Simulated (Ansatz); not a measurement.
AlH4NO2···H2

The calculation's input:

```
crystal:
  periodic: [false, false, false]
  atoms:
    - { symbol: Al, position_ang: [-0.425012, -0.433544, -0.164407] }
    - { symbol: "N", position_ang: [-0.204543, 1.372647, -0.543141] }
    - { symbol: O, position_ang: [0.315203, -1.680965, -1.040381] }
    - { symbol: O, position_ang: [-1.462909, -0.803134, 1.125872] }
    - { symbol: H, position_ang: [1.370343, 0.733239, 1.047372] }
    - { symbol: H, position_ang: [1.738091, 0.316327, 1.481244] }
    - { symbol: H, position_ang: [-0.773985, 2.091839, -0.110774] }
    - { symbol: H, position_ang: [0.32284, 1.752878, -1.318775] }
    - { symbol: H, position_ang: [0.789473, -1.649672, -1.871681] }
    - { symbol: H, position_ang: [-1.669302, -1.699614, 1.394571] }
basis:
  gaussian: { orbitals: def2-SVP }
hamiltonian:
  xc: r2scanh
relax:
  f_tol: 0.03
  max_steps: 50
output:
  orbitals: {}
```

Run with:

```sh
ansatz run input.yaml --threads 2 --pin off --max-ram 3072MiB --backend cpu --events-out ev --progress --plain --runs-dir out
```

The fields are those of the run's last geometry, not of the input's.

Computed with RKS r2SCANh/def2-SVP (Ansatz).

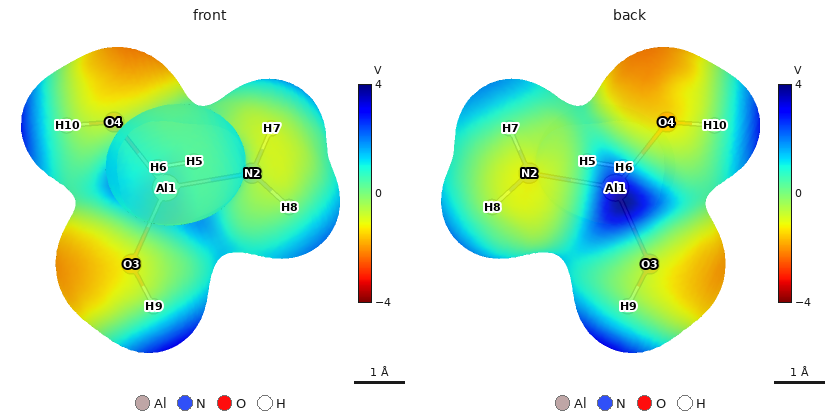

Figure 1. The electrostatic potential painted on the density surface at 0.004 e/bohr³, seen from the front and from behind; the colour scale runs from red (negative) to blue (positive).

Describe the electrostatic potential map.

Answer. The most negative region (about −2.2 V) lies over O4, the most positive (about +3.5 V) over Al1. O4 is the likeliest acceptor of a hydrogen bond.

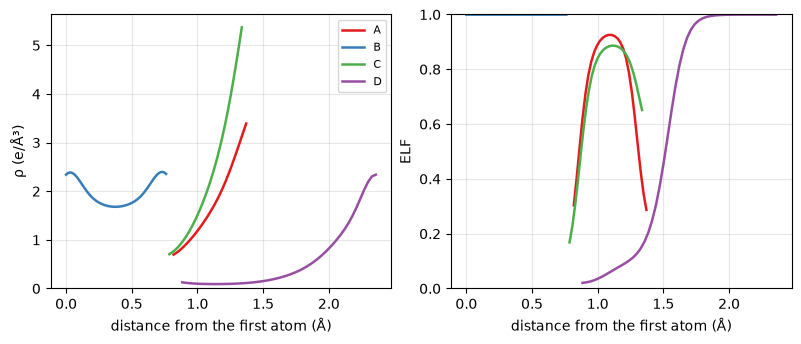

Figure 2. Electron density and electron localisation function along straight lines between neighbouring atoms. The curves leave out the atomic cores.

Which curve belongs to which contact (Al–H, Al–N, Al–O and H–H)? The first atom named is at distance zero.

Answer. Curve A: Al–N (1.77 Å): ρ at the midpoint is about 0.83 e/Å³; the ELF peaks at about 0.95 between the atoms: a polar covalent bond. Curve B: H–H (0.76 Å): the density is about 1.7 e/Å³ at the midpoint; the ELF peaks at about 1 between the atoms. Curve C: Al–O (1.70 Å): ρ at the midpoint is about 0.84 e/Å³; the ELF peaks at about 0.90 in the valence shell of O, 0.6 Å from its nucleus, and is about 0.40 at the midpoint. Curve D: Al1···H5 (2.36 Å): the density falls to about 0.09 e/Å³ on the way; the ELF climbs to about 1 towards the hydrogen.
